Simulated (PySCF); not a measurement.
## Electronic structure of C$_{7}$H$_{13}$Al (SMILES C=[C](C)[Al]1[CH2]CC[CH2]1) in real space

```xyz
21

C    -2.5681    1.2026    0.8583
C    -2.1033    0.2467    0.0324
C    -3.0412   -0.5753   -0.8072
Al   -0.1568    0.0341    0.0227
C     1.2218    0.9668    1.0757
C     2.4888    0.5444    0.3063
C     2.3779   -0.9045   -0.2003
C     1.0732   -1.1233   -0.9913
H    -1.9027    1.8136    1.4800
H    -3.6424    1.4221    0.9535
H    -2.9487   -1.6496   -0.5746
H    -2.8082   -0.4793   -1.8811
H    -4.0960   -0.2873   -0.6619
H     1.2448    0.5464    2.1002
H     1.1439    2.0583    1.1993
H     2.6199    1.2078   -0.5692
H     3.4045    0.6634    0.9117
H     2.3878   -1.5791    0.6763
H     3.2740   -1.1671   -0.7898
H     1.1831   -0.7345   -2.0226
H     0.8150   -2.1889   -1.0982
```

Geometry: PBE0-D3(BJ)/def2-SVP.

Method: PBE0/pcSseg-1, SCF density, gas phase, non-relativistic (PySCF).

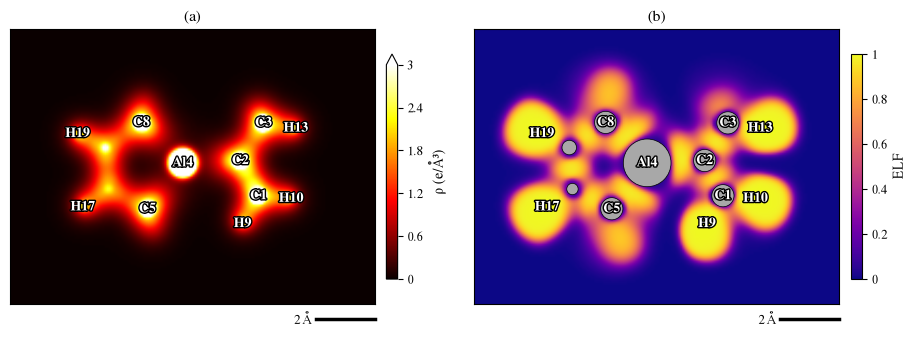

Figure 1. (a) total electron density; (b) ELF on the plane of atoms H9, C1 and H10. Grey discs cover the atomic cores in the ELF map.

> What do the fields say about this system?

The plane passes through C, Al and H nuclei.
C–C (1.35 Å): the density is about 2.2 e/Å³ at the midpoint; the ELF peaks at about 0.90 between the atoms: localised, covalent bonding.
C–Al (1.96 Å): the density is about 0.71 e/Å³ at the midpoint; the ELF peaks at about 0.95 between the atoms; a shared but strongly polarised pair.
C–H (1.10 Å): ρ is about 2 e/Å³ halfway; the ELF climbs to about 1 towards the hydrogen, as it does in any bond to H: an ordinary covalent bond to hydrogen.
C–C (1.50 Å): ρ is about 1.7 e/Å³ halfway; the ELF peaks at about 0.95 between the atoms; a shared electron pair.

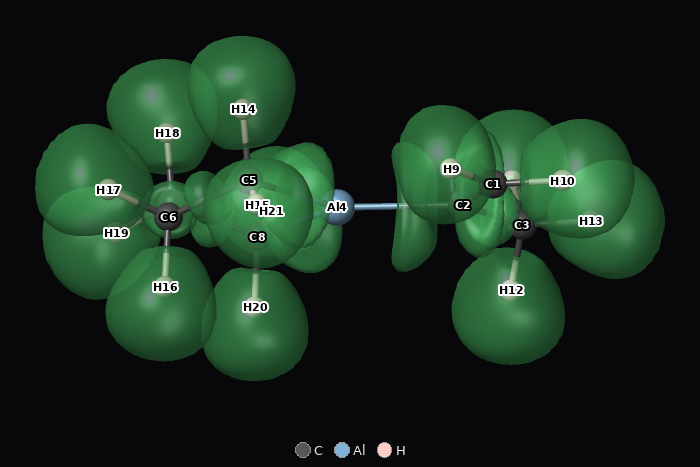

Figure 2. Isosurface of the ELF at 0.8 (green), seen from one side. Core shells and regions of very low density are left out.

> Describe the localisation domains.

The surface consists of three regions between bonded Al–C atoms (shared pairs), five regions between bonded C–C atoms (shared pairs) and 13 regions around hydrogen nuclei.

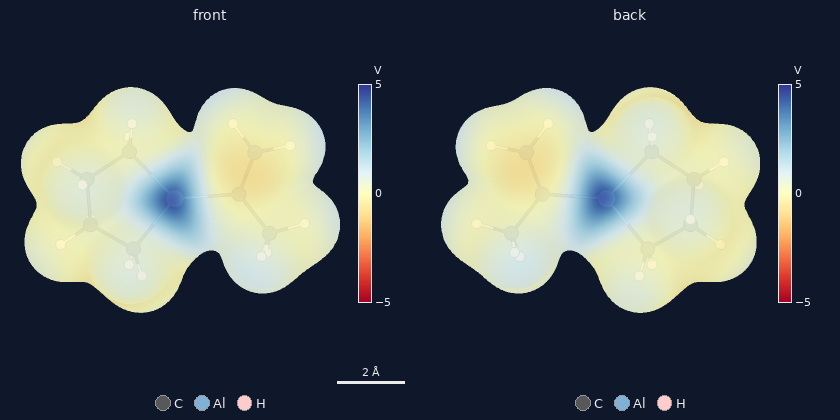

Figure 3. The electrostatic potential painted on the density surface at 0.004 e/bohr³, seen from the front and from behind; red is negative and blue positive.

> Which sites attract a positive test charge, and which a negative one?

A positive charge is drawn to the negative regions and a negative charge to the positive ones. The most negative region (about −0.7 V) lies over the π face of C1 and C2, the most positive (about +4.0 V) over Al4.

> How polar is the molecule by this calculation?

Its dipole moment is 0.73 D.
